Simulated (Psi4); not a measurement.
**One shape, several levels: SiH2O (oxosilane)**

Wanted: a comparison of 6 runs (B2PLYP/def2-TZVPP, BHLYP/def2-TZVPP, M06-2X/def2-TZVPP, PBE/def2-TZVPP, revPBE/def2-TZVPP, wB97M-V/def2-TZVPP) of SiH2O (oxosilane). 

Program for the calculation: Psi4 1.11.

2 further runs of the same task are left out: 2 set aside as unsound or not needed.

## Step 1: Starting point

The species is SiH2O (4 atoms), meant as a singlet with charge 0. SMILES: `O=[SiH2]`. The Si2–H4 distance was set to 2.674 Å, away from the relaxed value. At this shape a bond of the SMILES string is far longer than usual.

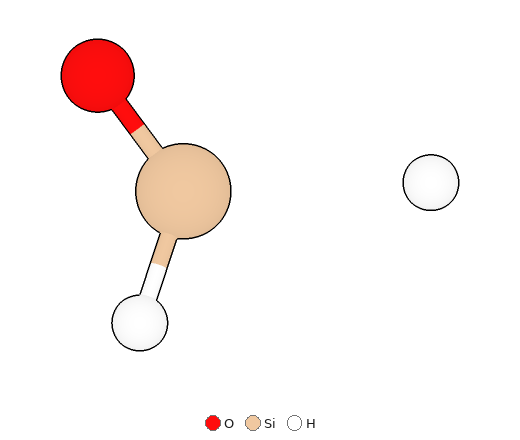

The structure, seen from a chosen angle (oxygen red, silicon light orange, hydrogen white).

## Step 2: The energy at B2PLYP/def2-TZVPP (density fitting for correlation) (run 1)

Contents of h2osi.xyz:

```xyz
4
H2OSi
O     -0.168565    -0.316790     2.400022
Si     0.107935    -0.720490     0.965422
H      0.554535    -2.076290     0.554322
H     -0.150000     0.922700    -1.128300
```

Contents of run.py:

```python
import numpy as np
from ase.calculators.psi4 import Psi4
from ase.io import read

atoms = read('h2osi.xyz')
calc = Psi4(atoms=atoms, method='b2plyp', basis='def2-TZVPP', memory='2200MB', num_threads=1, charge=0, multiplicity=1, label='psi4-calc')
calc.psi4.set_options({'puream': True, 'e_convergence': 1e-09, 'd_convergence': 1e-08, 'scf_type': 'pk', 'dft_radial_points': 99, 'dft_spherical_points': 590, 'num_frozen_docc': 6})
atoms.calc = calc

print(f'energy: {atoms.get_potential_energy():.6f} eV')
```

On the command line:

```bash
python run.py
```

psi4-calc.dat:

```text
[...]
  Running in c1 symmetry.
[...]
  Nuclear repulsion =   49.739074117471361
[...]
  Multiplicity = 1
[...]
  Nalpha       = 12
  Nbeta        = 12
[...]
    Number of basis functions: 101
[...]
   @RKS iter   1:  -365.28905770592922   -4.81449e-01   7.62869e-03 DIIS/ADIIS
[...]
   @RKS iter  12:  -365.53201146920196   -1.62572e-11   6.78511e-09 DIIS
[...]
    Orbital Energies [Eh]
    ---------------------
    Doubly Occupied:
       1A    -67.321371     2A    -19.719149     3A     -5.715422
       4A     -3.972308     5A     -3.968205     6A     -3.966105
       7A     -1.087936     8A     -0.592631     9A     -0.457670
      10A     -0.411398    11A     -0.404424    12A     -0.313461
[...]
  @RKS Final Energy:  -365.53201146920196
   => Energetics <=
    Nuclear Repulsion Energy =             49.7390741174713611
    One-Electron Energy =                -604.3849001286985185
    Two-Electron Energy =                 203.4899966739143906
    DFT Exchange-Correlation Energy =     -14.3761821318891414
    Empirical Dispersion Energy =           0.0000000000000000
    VV10 Nonlocal Energy =                  0.0000000000000000
    Total Energy =                       -365.5320114692019615
[...]
 Multipole Moments:
 ------------------------------------------------------------------------------------
     Multipole            Electronic (a.u.)      Nuclear  (a.u.)        Total (a.u.)
 ------------------------------------------------------------------------------------
 L = 1.  Multiply by 2.5417464519 to convert [e a0] to [Debye]
 Dipole X            :          0.0099794            0.3505476            0.3605269
 Dipole Y            :         -0.8727709           -0.0076150           -0.8803859
 Dipole Z            :          2.2744312           -3.1857291           -0.9112979
 Magnitude           :                                                    1.3173925
[...]
```

Standard output:

```text
energy: -9950.196105 eV
```

It took 7.8 s on 1 thread of Intel Xeon 6975P-C (Granite Rapids), shared host; peak memory 0.93 GiB.

## Step 3: Energy and forces at BHLYP/def2-TZVPP (run 2)

Contents of calc.dat:

```
memory 2.2 GB

molecule {
  O     -0.168565    -0.316790     2.400022
  Si     0.107935    -0.720490     0.965422
  H      0.554535    -2.076290     0.554322
  H     -0.150000     0.922700    -1.128300
  units angstrom
  symmetry c1
  no_reorient
  no_com
}

set globals {
  basis def2-TZVPP
  puream true
  e_convergence 1e-09
  d_convergence 1e-08
  scf_type pk
  dft_radial_points 99
  dft_spherical_points 590
}

e, wfn = gradient("bhhlyp", return_wfn=True)
oeprop(wfn, "DIPOLE", "WIBERG_LOWDIN_INDICES", "MULLIKEN_CHARGES")
print_variables()
```

On the command line:

```bash
psi4 calc.dat calc.out -n 1
```

calc.out:

```text
[...]
  Running in c1 symmetry.
[...]
  Nuclear repulsion =   49.739074117471361
[...]
  Multiplicity = 1
[...]
  Nalpha       = 12
  Nbeta        = 12
[...]
    Number of basis functions: 101
[...]
   @RKS iter   1:  -365.52086647150145   -4.58107e-01   7.81373e-03 DIIS/ADIIS
[...]
   @RKS iter  12:  -365.77621320441523   -1.10845e-11   6.46265e-09 DIIS
[...]
  @RKS Final Energy:  -365.77621320441523
   => Energetics <=
    Nuclear Repulsion Energy =             49.7390741174713611
    One-Electron Energy =                -604.4673257560593811
    Two-Electron Energy =                 204.4481396983140087
    DFT Exchange-Correlation Energy =     -15.4961012641412061
    Empirical Dispersion Energy =           0.0000000000000000
    VV10 Nonlocal Energy =                  0.0000000000000000
    Total Energy =                       -365.7762132044152850
[...]
  -Total Gradient:
     Atom            X                  Y                   Z
    ------   -----------------  -----------------  -----------------
       1       -0.004379565527     0.005833961305     0.024231313884
       2        0.008753596699    -0.034945485899     0.014666060186
       3        0.001076189916    -0.004345671888     0.001923192439
       4       -0.005450743722     0.033460834739    -0.040825637643
[...]
 Multipole Moments:
 ------------------------------------------------------------------------------------
     Multipole            Electronic (a.u.)      Nuclear  (a.u.)        Total (a.u.)
 ------------------------------------------------------------------------------------
 L = 1.  Multiply by 2.5417464519 to convert [e a0] to [Debye]
 Dipole X            :         -0.7133139            1.0716731            0.3583592
 Dipole Y            :         25.1618374          -26.0305427           -0.8687053
 Dipole Z            :        -61.6629047           60.7397774           -0.9231272
 Magnitude           :                                                    1.3172829
[...]
  Mulliken Charges: (a.u.)
   Center  Symbol    Alpha    Beta     Spin     Total
       1     O     4.25051  4.25051  0.00000 -0.50102
       2    SI     6.68798  6.68798  0.00000  0.62405
       3     H     0.50191  0.50191  0.00000 -0.00381
       4     H     0.55961  0.55961  0.00000 -0.11922
   Total alpha = 12.00000, Total beta = 12.00000, Total charge = -0.00000
  Wiberg Bond Indices using Orthogonal Lowdin Orbitals:
[...]
```

It took 11 s on 1 thread of Intel Xeon 6975P-C (Granite Rapids), shared host; peak memory 0.91 GiB.

Runs 3 to 4 aren't shown in full; the table further down has their settings and results.

## Step 4: The energy at revPBE/def2-TZVPP (run 5)

Contents of h2osi_ase.py:

```python
import numpy as np
from ase.calculators.psi4 import Psi4
from ase import Atoms

a = Atoms(['O', 'Si', 'H', 'H'], positions=[
    [-0.168565, -0.316790, 2.400022],
    [0.107935, -0.720490, 0.965422],
    [0.554535, -2.076290, 0.554322],
    [-0.150000, 0.922700, -1.128300],
])
calc = Psi4(atoms=a, method='revpbe', basis='def2-TZVPP', memory='2200MB', num_threads=1, charge=0, multiplicity=1, label='calc')
calc.psi4.set_options({'puream': True, 'e_convergence': 1e-09, 'd_convergence': 1e-08, 'scf_type': 'pk', 'dft_radial_points': 99, 'dft_spherical_points': 590})
a.calc = calc

print(f'energy: {a.get_potential_energy():.6f} eV')
```

On the command line:

```bash
python h2osi_ase.py
```

calc.dat:

```text
[...]
  Running in c1 symmetry.
[...]
  Nuclear repulsion =   49.739074117471361
[...]
  Multiplicity = 1
[...]
  Nalpha       = 12
  Nbeta        = 12
[...]
    Number of basis functions: 101
[...]
   @RKS iter   1:  -365.33112015281074   -4.35884e-02   9.82059e-03 ADIIS/DIIS
[...]
   @RKS iter  15:  -365.76095363365084   -1.17666e-11   4.43964e-09 DIIS
[...]
    Orbital Energies [Eh]
    ---------------------
    Doubly Occupied:
       1A    -65.493658     2A    -18.764987     3A     -5.126760
       4A     -3.536220     5A     -3.530646     6A     -3.527493
       7A     -0.874291     8A     -0.469816     9A     -0.344176
      10A     -0.308502    11A     -0.301564    12A     -0.243214
[...]
  @RKS Final Energy:  -365.76095363365084
   => Energetics <=
    Nuclear Repulsion Energy =             49.7390741174713611
    One-Electron Energy =                -604.4848409141970933
    Two-Electron Energy =                 218.9936261510588906
    DFT Exchange-Correlation Energy =     -30.0088129879839514
    Empirical Dispersion Energy =           0.0000000000000000
    VV10 Nonlocal Energy =                  0.0000000000000000
    Total Energy =                       -365.7609536336508427
[...]
 Multipole Moments:
 ------------------------------------------------------------------------------------
     Multipole            Electronic (a.u.)      Nuclear  (a.u.)        Total (a.u.)
 ------------------------------------------------------------------------------------
 L = 1.  Multiply by 2.5417464519 to convert [e a0] to [Debye]
 Dipole X            :         -0.0423212            0.3505476            0.3082264
 Dipole Y            :         -0.7867784           -0.0076150           -0.7943933
 Dipole Z            :          2.5196365           -3.1857291           -0.6660926
 Magnitude           :                                                    1.0815469
[...]
```

Standard output:

```text
energy: -9952.862502 eV
```

Wall time 9 s (1 thread of Intel Xeon 6975P-C (Granite Rapids), shared host); peak memory 0.93 GiB.

## Step 5: The energy at wB97M-V/def2-TZVPP (run 6)

Contents of h2osi.json:

```json
{
  "schema_name": "qcschema_input",
  "schema_version": 1,
  "molecule": {
    "schema_name": "qcschema_molecule",
    "schema_version": 2,
    "symbols": ["O", "Si", "H", "H"],
    "geometry": [-0.31854168, -0.59864634, 4.53538427, 0.20396759, -1.36152878, 1.82438317, 1.04791928, -3.92361946, 1.04751676, -0.28345892, 1.7436503, -2.13217799],
    "molecular_charge": 0,
    "molecular_multiplicity": 1,
    "fix_symmetry": "c1",
    "fix_com": true,
    "fix_orientation": true
  },
  "driver": "energy",
  "model": {
    "method": "wb97m-v",
    "basis": "def2-TZVPP"
  },
  "keywords": {
    "puream": true,
    "e_convergence": 1e-09,
    "d_convergence": 1e-08,
    "scf_type": "pk",
    "dft_radial_points": 99,
    "dft_spherical_points": 590
  }
}
```

On the command line:

```bash
psi4 --qcschema h2osi.json -n 1 --memory 2200MB
```

stdout:

```text
[...]
  Running in c1 symmetry.
[...]
  Nuclear repulsion =   49.739074108100787
[...]
  Multiplicity = 1
[...]
  Nalpha       = 12
  Nbeta        = 12
[...]
    Number of basis functions: 101
[...]
   @RKS iter   1:  -365.53325093903658   -5.53918e-01   7.71423e-03 ADIIS/DIIS
[...]
   @RKS iter  12:  -365.77625786153197   -1.85878e-11   8.36493e-09 DIIS
[...]
    Orbital Energies [Eh]
    ---------------------
    Doubly Occupied:
       1A    -66.492730     2A    -19.328901     3A     -5.522888
       4A     -3.840427     5A     -3.835719     6A     -3.832765
       7A     -1.080411     8A     -0.628662     9A     -0.491849
      10A     -0.449977    11A     -0.448522    12A     -0.350350
[...]
  @RKS Final Energy:  -365.77625786153197
   => Energetics <=
    Nuclear Repulsion Energy =             49.7390741081007874
    One-Electron Energy =                -604.3145604244814422
    Two-Electron Energy =                 211.2512742756914292
    DFT Exchange-Correlation Energy =     -22.5527311435883782
    Empirical Dispersion Energy =           0.0000000000000000
    VV10 Nonlocal Energy =                  0.1006853227456646
    Total Energy =                       -365.7762578615319171
[...]
 Multipole Moments:
 ------------------------------------------------------------------------------------
     Multipole            Electronic (a.u.)      Nuclear  (a.u.)        Total (a.u.)
 ------------------------------------------------------------------------------------
 L = 1.  Multiply by 2.5417464519 to convert [e a0] to [Debye]
 Dipole X            :         -0.7275642            1.0716732            0.3441090
 Dipole Y            :         25.1666582          -26.0305428           -0.8638846
 Dipole Z            :        -61.5456618           60.7397773           -0.8058845
 Magnitude           :                                                    1.2305110
[...]
```

The result, in JSON:

```text
{
 "driver": "energy",
 "model": {
  "method": "wb97m-v",
  "basis": "def2-TZVPP"
 },
 "success": true,
 "return_result": -365.776257861532,
 "properties": {
  "calcinfo_nbasis": 101,
  "calcinfo_nmo": 101,
  "calcinfo_nalpha": 12,
  "calcinfo_nbeta": 12,
  "calcinfo_natom": 4,
  "nuclear_repulsion_energy": 49.73907410810079,
  "return_energy": -365.776257861532,
  "scf_one_electron_energy": -604.3145604244814,
  "scf_two_electron_energy": 211.25127427569143,
  "scf_vv10_energy": 0.10068532274566463,
  "scf_xc_energy": -22.552731143588378,
  "scf_dipole_moment": [0.34410895206586734, -0.8638845556268038, -0.8058844568938213],
  "scf_total_energy": -365.776257861532,
  "scf_iterations": 12
 }
}
```

It took 38 s on 1 thread of Intel Xeon 6975P-C (Granite Rapids), shared host; peak memory 1.1 GiB.

## Step 6: Overview of the runs

```csv
run,level,task,fitting correlation,energy (Eh),HOMO energy (eV),LUMO energy (eV),HOMO–LUMO gap (eV),wall time
1,B2PLYP/def2-TZVPP (density fitting for correlation),energy,density fitting,-365.662965,-8.53,-2.65,5.88,7.8 s
2,BHLYP/def2-TZVPP,gradient,–,-365.776213,-8.60,-2.93,5.67,11 s
3,M06-2X/def2-TZVPP,gradient,–,-365.765481,-8.57,-2.91,5.65,19 s
4,PBE/def2-TZVPP,gradient,–,-365.612641,-6.65,-4.33,2.31,12 s
5,revPBE/def2-TZVPP,energy,–,-365.760954,-6.62,-4.30,2.32,9 s
6,wB97M-V/def2-TZVPP,energy,–,-365.776258,-9.53,-1.90,7.64,38 s
```

## Step 7: Summary of results

| quantity | value |
| --- | --- |
| run 6: total energy | -365.77626 Eh |
| run 6: dipole moment | 3.13 D |
| run 6: HOMO energy | -9.53 eV |
| run 6: LUMO energy | -1.90 eV |
| run 6: HOMO–LUMO gap | 7.64 eV |

What this shows: Over runs 2, 3, 4, 5, 6 the dipole moment (its size) runs from 2.75 D (revPBE/def2-TZVPP) to 3.35 D (BHLYP/def2-TZVPP). The HOMO–LUMO gap runs from 2.31 eV (PBE/def2-TZVPP) to 7.64 eV (wB97M-V/def2-TZVPP). Totals of different functionals can't be ranked against each other. In runs 1, 2, 3, 4, 5, 6 a closed-shell determinant meets a far-stretched bond, which it describes badly. All runs together took 97 s, the longest 38 s.
